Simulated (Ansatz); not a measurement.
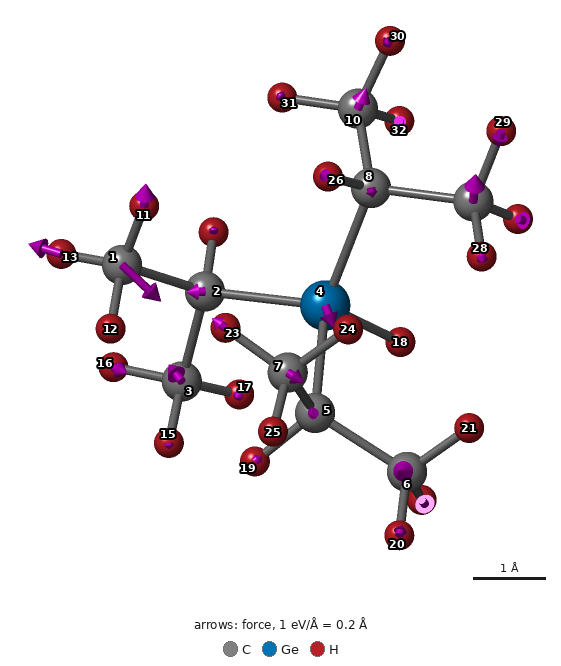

Starting geometry of C$_{9}$H$_{22}$Ge (coarse preliminary run) with the computed forces as purple arrows. The picture is a ball-and-stick view, seen at a tilt.

The start comes from a force field.

The calculation used Ansatz, RKS PBE-D4/def2-SVP.

Input file:
```yaml
crystal:
  periodic: [false, false, false]
  atoms:
    - {symbol: C, position_ang: [1.374300, -0.825000, 2.112600]}
    - {symbol: C, position_ang: [0.878600, 0.620200, 1.688700]}
    - {symbol: C, position_ang: [0.000400, 1.274400, 2.767900]}
    - {symbol: Ge, position_ang: [-0.040900, 0.574200, -0.000600]}
    - {symbol: C, position_ang: [-1.677200, -0.616900, 0.160400]}
    - {symbol: C, position_ang: [-2.858500, -0.020000, -0.607900]}
    - {symbol: C, position_ang: [-1.327400, -2.030400, -0.275100]}
    - {symbol: C, position_ang: [1.092100, 0.051100, -1.489200]}
    - {symbol: C, position_ang: [0.369400, 0.333800, -2.776300]}
    - {symbol: C, position_ang: [2.387900, 0.781400, -1.375500]}
    - {symbol: H, position_ang: [1.908100, -1.247500, 1.307400]}
    - {symbol: H, position_ang: [0.465500, -1.412500, 2.339300]}
    - {symbol: H, position_ang: [1.915300, -0.699100, 2.992400]}
    - {symbol: H, position_ang: [1.758700, 1.263200, 1.549600]}
    - {symbol: H, position_ang: [-0.878200, 0.655700, 2.990700]}
    - {symbol: H, position_ang: [0.628400, 1.395100, 3.738100]}
    - {symbol: H, position_ang: [-0.262200, 2.321300, 2.466700]}
    - {symbol: H, position_ang: [-0.621600, 2.023100, -0.261200]}
    - {symbol: H, position_ang: [-1.958100, -0.652500, 1.259400]}
    - {symbol: H, position_ang: [-3.797300, -0.657500, -0.458800]}
    - {symbol: H, position_ang: [-2.646500, 0.033700, -1.704700]}
    - {symbol: H, position_ang: [-3.078500, 0.947400, -0.248900]}
    - {symbol: H, position_ang: [-0.456100, -2.396000, 0.236900]}
    - {symbol: H, position_ang: [-1.132300, -2.046300, -1.374100]}
    - {symbol: H, position_ang: [-2.179200, -2.718600, -0.069500]}
    - {symbol: H, position_ang: [1.240000, -1.021600, -1.399300]}
    - {symbol: H, position_ang: [0.119900, 1.368400, -2.873200]}
    - {symbol: H, position_ang: [-0.546600, -0.251600, -2.877300]}
    - {symbol: H, position_ang: [1.043100, 0.019100, -3.673300]}
    - {symbol: H, position_ang: [3.023800, 0.544100, -2.286900]}
    - {symbol: H, position_ang: [2.920400, 0.497100, -0.463300]}
    - {symbol: H, position_ang: [2.238700, 1.859900, -1.433900]}
basis:
  gaussian: {orbitals: def2-SVP}
hamiltonian: {xc: pbe, dispersion: d4}
relax: {f_tol: 0.03, max_steps: 200}
```

Run as
```bash
ansatz run in.yaml --threads 11 --pin off --events-out ev --progress --plain --max-ram 110592MiB --backend cuda --devices 0, --max-vram 75GiB
```

What follows when this structure is relaxed?

Answer. It isn't relaxed: the largest force vector, on C1, is 3.88 eV/Å. The final displacements follow the starting forces only in part (cosine between the two patterns 0.33). The atom that moves furthest after the best rigid fit is H31 (0.15 Å). By element the largest moves are H 0.15 Å, C 0.10 Å, Ge 0.08 Å. Among the contacts that change: C2–Ge4 1.924 → 1.997 Å, C1–H13 1.040 → 1.112 Å, C1–H11 1.054 → 1.110 Å, C6–H22 1.055 → 1.109 Å. Among the angles between lasting bonds that change: H11–C1–H13 115.5° → 107.3°, H15–C3–H17 113.2° → 107.3°, C2–C1–H12 106.4° → 111.5°. The energy falls by 65.9 kJ/mol in 4 geometry steps. Largest force component: 3.1 eV/Å at the start, 0.021 eV/Å at the end.
